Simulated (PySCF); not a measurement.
**C₄H₆OSi: electronic excitations at several levels of theory**

How much do the electronic excitations of C₄H₆OSi (`C#C/C=C\O[SiH3]`) depend on the level of theory, and what does each level cost?

The runs use PySCF 2.14.0, with density-fitted response routines of our own; the level of theory stands in each step. All values are computed, except where a source is named. Atoms count from 0, in the outputs and in this text.

### 1 The starting structure

12 atoms, charge 0, multiplicity 1; geometry from: GFN2-xTB.

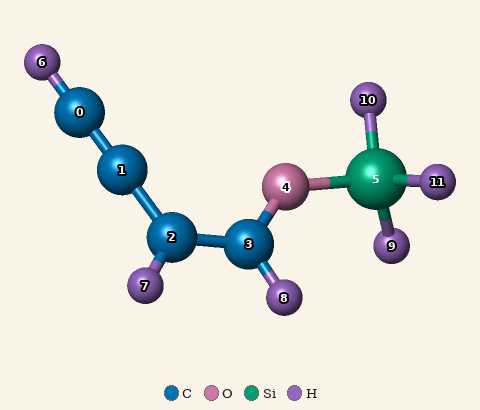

The starting geometry (carbon blue, oxygen pink, silicon teal, hydrogen purple), atoms numbered.

### 2 Relaxing the molecule at PBE0-D3(BJ)/def2-SVP

Job settings and geometry (Å):

```
{"job": {"xc": "PBE0", "basis": "def2-SVP", "d3": "d3bj", "grid": 1, "kind": "geom"}, "charge": 0, "multiplicity": 1}
C      2.945995     0.827274     0.053125
C      2.139202    -0.042398     0.241347
C      1.199354    -1.066983     0.462930
C     -0.115145    -0.918463     0.275559
O     -0.664371     0.229950    -0.146383
Si    -2.195027     0.685295    -0.454162
H      3.650896     1.586254    -0.110361
H      1.584480    -2.016487     0.804797
H     -0.795393    -1.742369     0.461464
H     -3.019409     0.555790     0.750462
H     -1.951890     2.057134    -0.861477
H     -2.777494    -0.155681    -1.503329
```

Standard output:

```text
step   0  E = -520.02223751  max force = 0.035760
step   1  E = -520.02764329  max force = 0.005107
step   2  E = -520.02745664  max force = 0.008246
step   3  E = -520.02793991  max force = 0.001909
step   4  E = -520.02791091  max force = 0.002872
step   5  E = -520.02801056  max force = 0.001436
step   6  E = -520.02806008  max force = 0.000895
step   7  E = -520.02807154  max force = 0.000491
step   8  E = -520.02807592  max force = 0.000119
optimisation converged
```

Run time: 41 s. Hardware: 1 thread, shared host.

The steps of the relaxation: (the energy doesn't fall at every step)

```csv
step,energy from step 0 (eV),largest force component (eV/Å)
0,0.0000,1.8389
1,-0.1471,0.2626
2,-0.1420,0.4240
3,-0.1552,0.0982
4,-0.1544,0.1477
5,-0.1571,0.0738
6,-0.1584,0.0460
7,-0.1588,0.0252
8,-0.1589,0.0061
```

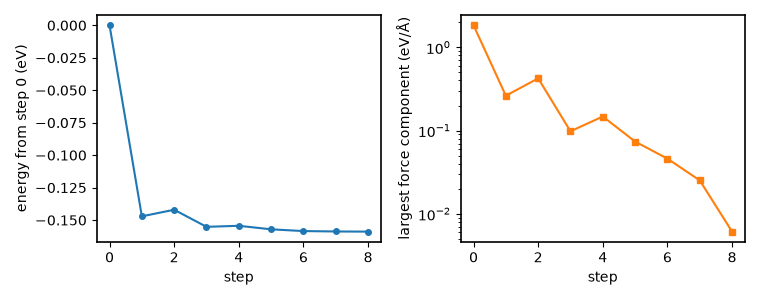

Energy and force, step by step.

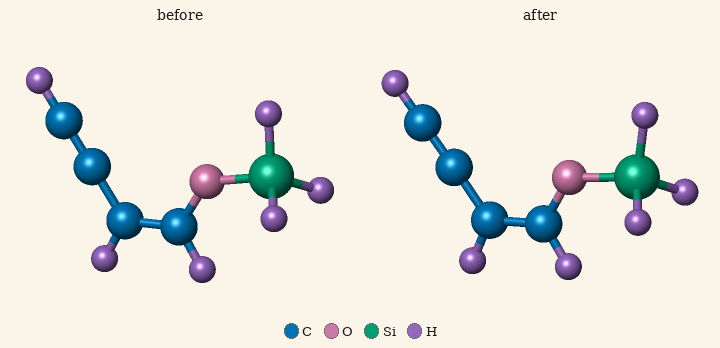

Before and after, at one scale.

Distances of close pairs at the start and the end, largest changes first:

```csv
bond,before (Å),after (Å),change (Å)
O4–Si5,1.626,1.682,+0.056
Si5–H10,1.452,1.483,+0.032
Si5–H11,1.465,1.493,+0.028
Si5–H9,1.465,1.493,+0.028
C0–H6,1.049,1.074,+0.025
C3–H8,1.084,1.098,+0.014
C0–C1,1.201,1.215,+0.014
C2–H7,1.080,1.094,+0.013
```

The final coordinates are the input of the step that follows.

```csv
at the end point,value
point group (found at 0.08 Å tolerance),Cs
"rotational constants (GHz, main isotopes)","8.481, 1.294, 1.138"
dipole moment (D),2.05
```

### 3 TDDFT and polarisability: PBE0/aug-cc-pVDZ

Job settings and geometry (Å):

```
{"job": {"kind": "uv", "xc": "PBE0", "basis": "aug-cc-pVDZ"}, "charge": 0, "multiplicity": 1}
C      2.962843     0.536092     0.043272
C      2.078994    -0.282824     0.196538
C      1.071646    -1.261970     0.387747
C     -0.240636    -1.060389     0.165500
O     -0.736178     0.105114    -0.269286
Si    -2.355058     0.469527    -0.546668
H      3.738756     1.265325    -0.095491
H      1.372779    -2.252116     0.741228
H     -0.956223    -1.875057     0.341401
H     -3.135711     0.303299     0.715288
H     -2.375326     1.879644    -1.006936
H     -2.909902    -0.444604    -1.588820
```

Method: TDDFT PBE0/aug-cc-pVDZ, vertical, gas phase, core orbitals frozen in the response.

Standard output:

```text
coarse grid: 10776 points
cycle   1  E = -520.2114986629  dE =  7.534e-01  |g| = 6.121e-01  |ddm| = 1.367e+01
cycle   2  E = -520.1105055655  dE =  1.010e-01  |g| = 9.469e-01  |ddm| = 2.943e+00
cycle   3  E = -520.2890399778  dE = -1.785e-01  |g| = 1.045e-01  |ddm| = 1.611e+00
cycle   4  E = -520.2908905371  dE = -1.851e-03  |g| = 5.005e-02  |ddm| = 3.251e-01
cycle   5  E = -520.2915355546  dE = -6.450e-04  |g| = 1.810e-02  |ddm| = 1.425e-01
cycle   6  E = -520.2916202680  dE = -8.471e-05  |g| = 2.720e-03  |ddm| = 5.653e-02
cycle   7  E = -520.2916219267  dE = -1.659e-06  |g| = 8.900e-04  |ddm| = 9.176e-03
final grid: 100200 points
cycle   8  E = -520.3030181872  dE = -1.420e-05  |g| = 7.334e-03  |ddm| = 1.996e-01
cycle   9  E = -520.3029983657  dE =  1.982e-05  |g| = 1.204e-02  |ddm| = 4.937e-02
cycle  10  E = -520.3030296568  dE = -3.129e-05  |g| = 2.135e-03  |ddm| = 2.250e-02
cycle  11  E = -520.3030307892  dE = -1.132e-06  |g| = 4.419e-04  |ddm| = 6.040e-03
cycle  12  E = -520.3030308321  dE = -4.286e-08  |g| = 1.228e-04  |ddm| = 1.033e-03
cycle  13  E = -520.3030308353  dE = -3.237e-09  |g| = 4.412e-05  |ddm| = 3.075e-04
cycle  14  E = -520.3030308358  dE = -4.682e-10  |g| = 1.537e-05  |ddm| = 1.372e-04
converged SCF energy = -520.3030308358

Static polarisability (au): isotropic 85.819, principal 59.444 77.021 120.993

Singlet excitations
state   eV       nm        f      main configurations
  1   5.0330    246.3   0.00110   H->L+1 0.94
  2   5.2707    235.2   0.42590   H->L 0.90
  3   5.4086    229.2   0.00014   H-1->L 0.88
  4   5.5568    223.1   0.00392   H->L+3 0.39, H->L+2 0.37
  5   5.7613    215.2   0.00221   H->L+2 0.58, H->L+3 0.30
  6   5.9810    207.3   0.00880   H->L+4 0.90
  7   6.2152    199.5   0.00003   H->L+8 0.47, H->L+7 0.20, H->L+3 0.19
  8   6.3425    195.5   0.01475   H->L+5 0.86
  9   6.4001    193.7   0.01425   H->L+6 0.90
 10   6.6169    187.4   0.08191   H-1->L+1 0.88

Triplet excitations (Tamm-Dancoff, eV): 3.2463 4.8794 5.0600 5.3388
```

It took 23 s on 1 thread, shared host.

The orbitals next to the gap, with their largest atomic shares:

```csv
orbital,eV,atoms
HOMO−3,-9.52,"O4 42 %, Si5 18 %, C3 11 %"
HOMO−2,-8.91,"C1 30 %, C0 22 %, C2 17 %"
HOMO−1,-7.76,"C0 44 %, C1 42 %, C2 7 %"
HOMO,-6.45,"C0 23 %, C2 21 %, C3 20 %"
LUMO,-0.67,"C3 28 %, C2 18 %, C0 17 %"
LUMO+1,-0.38,"Si5 51 %, H8 9 %, H11 7 %"
LUMO+2,-0.04,"H11 20 %, H9 20 %, Si5 20 %"
```

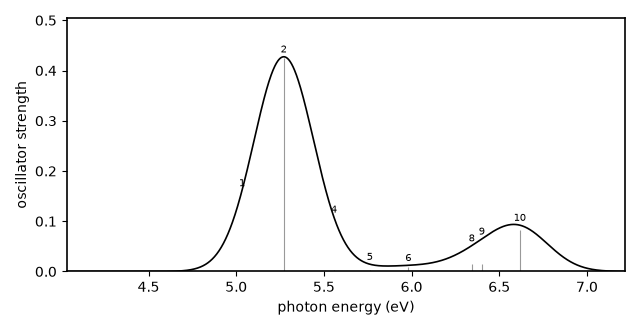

Absorption spectrum from the 10 singlet states computed; above the last one it falls off for lack of states. Lines are broadened to a width of 0.40 eV (Gaussian).

Ground-state properties from the same run:

```csv
property,computed
dipole moment (D),2.01
polarisability (Å³),12.72
HOMO–LUMO gap (eV),5.78
−ε(HOMO) (eV),6.45
```

### 4 TDDFT and polarisability: PBE0/def2-TZVPD

The job, as its differences from that of step 3:

```diff
@@ -1,2 +1,2 @@
-{"job": {"kind": "uv", "xc": "PBE0", "basis": "aug-cc-pVDZ"}, "charge": 0, "multiplicity": 1}
+{"job": {"kind": "uv", "xc": "PBE0", "basis": "def2-TZVPD"}, "charge": 0, "multiplicity": 1}
 C      2.962843     0.536092     0.043272
```

Level: TDDFT PBE0/def2-TZVPD, vertical, gas phase, core orbitals frozen in the response.

Standard output:

```text
coarse grid: 10776 points
cycle   1  E = -520.3052611710  dE =  7.047e-01  |g| = 6.683e-01  |ddm| = 3.934e+00
cycle   2  E = -520.1946213867  dE =  1.106e-01  |g| = 1.018e+00  |ddm| = 1.712e+00
cycle   3  E = -520.3895154905  dE = -1.949e-01  |g| = 1.207e-01  |ddm| = 9.425e-01
cycle   4  E = -520.3917242935  dE = -2.209e-03  |g| = 5.548e-02  |ddm| = 1.800e-01
cycle   5  E = -520.3924494557  dE = -7.252e-04  |g| = 2.151e-02  |ddm| = 8.260e-02
cycle   6  E = -520.3925646153  dE = -1.152e-04  |g| = 3.454e-03  |ddm| = 2.665e-02
cycle   7  E = -520.3925671785  dE = -2.563e-06  |g| = 9.437e-04  |ddm| = 6.957e-03
final grid: 100200 points
cycle   8  E = -520.3838336965  dE = -3.101e-05  |g| = 7.957e-03  |ddm| = 2.495e-01
cycle   9  E = -520.3838125582  dE =  2.114e-05  |g| = 1.284e-02  |ddm| = 2.041e-02
cycle  10  E = -520.3838451415  dE = -3.258e-05  |g| = 2.179e-03  |ddm| = 9.509e-03
cycle  11  E = -520.3838462241  dE = -1.083e-06  |g| = 5.542e-04  |ddm| = 1.953e-03
cycle  12  E = -520.3838462804  dE = -5.631e-08  |g| = 2.196e-04  |ddm| = 6.023e-04
cycle  13  E = -520.3838462916  dE = -1.121e-08  |g| = 5.006e-05  |ddm| = 2.201e-04
cycle  14  E = -520.3838462922  dE = -5.713e-10  |g| = 1.906e-05  |ddm| = 8.439e-05
converged SCF energy = -520.3838462922

Static polarisability (au): isotropic 85.311, principal 59.046 76.768 120.120

Singlet excitations
state   eV       nm        f      main configurations
  1   5.0986    243.2   0.00045   H->L+1 0.94
  2   5.2920    234.3   0.41875   H->L 0.90
  3   5.4022    229.5   0.00006   H-1->L 0.93
  4   5.6848    218.1   0.00194   H->L+3 0.57, H->L+2 0.16
  5   6.0010    206.6   0.00336   H->L+2 0.80, H->L+3 0.14
  6   6.2489    198.4   0.00231   H->L+4 0.84, H->L+3 0.11
  7   6.4826    191.3   0.00222   H->L+6 0.35, H->L+7 0.32, H->L+3 0.13
  8   6.6645    186.0   0.07704   H-1->L+1 0.60, H->L+5 0.23
  9   6.7468    183.8   0.03228   H->L+7 0.45, H->L+6 0.27, H->L+5 0.22
 10   6.7580    183.5   0.00772   H->L+5 0.33, H-1->L+1 0.33, H->L+6 0.24

Triplet excitations (Tamm-Dancoff, eV): 3.2395 4.9107 5.0769 5.3373
```

It took 38 s on 1 thread, shared host.

This run: HOMO -6.48 eV, LUMO -0.68 eV; lowest singlet 5.10 eV.

### 5 Excited states and response: PBE0/6-31+G*

The job, as its differences from that of step 4:

```diff
@@ -1,2 +1,2 @@
-{"job": {"kind": "uv", "xc": "PBE0", "basis": "def2-TZVPD"}, "charge": 0, "multiplicity": 1}
+{"job": {"kind": "uv", "xc": "PBE0", "basis": "6-31+G*"}, "charge": 0, "multiplicity": 1}
 C      2.962843     0.536092     0.043272
```

Method: TDDFT PBE0/6-31+G*, vertical, gas phase, core orbitals frozen in the response.

Standard output:

```text
coarse grid: 10776 points
cycle   1  E = -520.2432473035  dE =  7.342e-01  |g| = 6.085e-01  |ddm| = 9.015e+00
cycle   2  E = -520.1535202426  dE =  8.973e-02  |g| = 9.142e-01  |ddm| = 5.477e+00
cycle   3  E = -520.3216226844  dE = -1.681e-01  |g| = 1.036e-01  |ddm| = 4.385e+00
cycle   4  E = -520.3234546639  dE = -1.832e-03  |g| = 4.682e-02  |ddm| = 3.813e-01
cycle   5  E = -520.3240088677  dE = -5.542e-04  |g| = 1.820e-02  |ddm| = 1.284e-01
cycle   6  E = -520.3240944308  dE = -8.556e-05  |g| = 2.417e-03  |ddm| = 3.781e-02
cycle   7  E = -520.3240958772  dE = -1.446e-06  |g| = 3.069e-04  |ddm| = 1.490e-02
final grid: 100200 points
cycle   8  E = -520.2648640256  dE = -1.309e-05  |g| = 6.993e-03  |ddm| = 2.032e-01
cycle   9  E = -520.2648506678  dE =  1.336e-05  |g| = 1.075e-02  |ddm| = 3.278e-02
cycle  10  E = -520.2648746295  dE = -2.396e-05  |g| = 1.755e-03  |ddm| = 1.833e-02
cycle  11  E = -520.2648753682  dE = -7.387e-07  |g| = 3.632e-04  |ddm| = 3.585e-03
cycle  12  E = -520.2648753963  dE = -2.807e-08  |g| = 1.353e-04  |ddm| = 8.688e-04
cycle  13  E = -520.2648754004  dE = -4.155e-09  |g| = 4.361e-05  |ddm| = 5.845e-04
cycle  14  E = -520.2648754009  dE = -4.907e-10  |g| = 1.306e-05  |ddm| = 1.075e-04
converged SCF energy = -520.2648754009

Static polarisability (au): isotropic 77.355, principal 50.948 68.659 112.458

Singlet excitations
state   eV       nm        f      main configurations
  1   5.0500    245.5   0.00084   H->L+1 0.94
  2   5.3436    232.0   0.42474   H->L 0.89
  3   5.4382    228.0   0.00013   H-1->L 0.89
  4   5.6270    220.3   0.00276   H->L+3 0.56, H->L+2 0.23, H-1->L 0.08
  5   5.9250    209.3   0.00569   H->L+2 0.73, H->L+3 0.20
  6   6.3024    196.7   0.00828   H->L+4 0.91
  7   6.4588    192.0   0.00099   H->L+8 0.35, H->L+7 0.33, H->L+3 0.13
  8   6.6486    186.5   0.06512   H-1->L+1 0.94
  9   6.7066    184.9   0.01006   H->L+6 0.68, H->L+7 0.27
 10   6.7769    183.0   0.01685   H->L+5 0.94

Triplet excitations (Tamm-Dancoff, eV): 3.2534 4.8978 5.0762 5.3422
```

Run time: 12 s. Hardware: 1 thread, shared host.

This run: HOMO -6.41 eV, LUMO -0.57 eV; lowest singlet 5.05 eV.

### 6 Side by side: electronic excitations

Excitations and ground-state properties, with basis size and wall time:

```csv
run,lowest singlet (eV),brightest (eV),f,gap (eV),α (Å³),μ (D),functions,time
PBE0/aug-cc-pVDZ,5.03,5.27,0.426,5.78,12.72,2.01,196,23 s
PBE0/def2-TZVPD,5.10,5.29,0.419,5.80,12.64,1.94,285,38 s
PBE0/6-31+G*,5.05,5.34,0.425,5.84,11.46,2.10,124,12 s
```

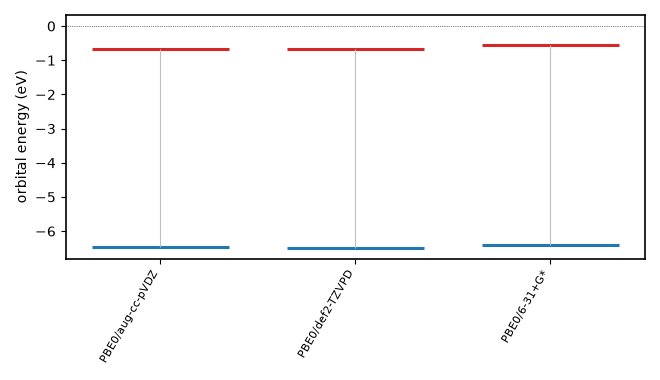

HOMO (blue) and LUMO (red) run by run.

### 7 Results

| quantity | value |
| --- | --- |
| point group | Cs |
| rotational constants (main isotopes) | 8.48, 1.29, 1.14 GHz |
| lowest singlet (PBE0/aug-cc-pVDZ) | 5.03 eV (246 nm), f = 0.001 |
| brightest single state of those computed | state 2, 5.27 eV, f = 0.426 |
| lowest triplet | 3.25 eV |
| range of the lowest singlet | 5.03 to 5.10 eV |

In words: Single values in the summary come from the first run of each kind that ended normally (PBE0/aug-cc-pVDZ), which need not be the best level. Over 8 steps the energy fell by 0.159 eV; of the close pairs, O4–Si5 changed most, 1.626 to 1.682 Å. The first singlet state (HOMO→LUMO+1 0.94) lies at 5.03 eV and is weak; of the 10 states computed, the strongest absorption comes from state 2 at 5.27 eV. The lowest triplet lies 1.79 eV below the lowest singlet (triplets in Tamm-Dancoff, singlets in full TDDFT). The lowest singlet runs from 5.03 eV (PBE0/aug-cc-pVDZ) to 5.10 eV (PBE0/def2-TZVPD), while the orbital gap spans 5.78 to 5.84 eV. The lowest state need not be the same one in every run.
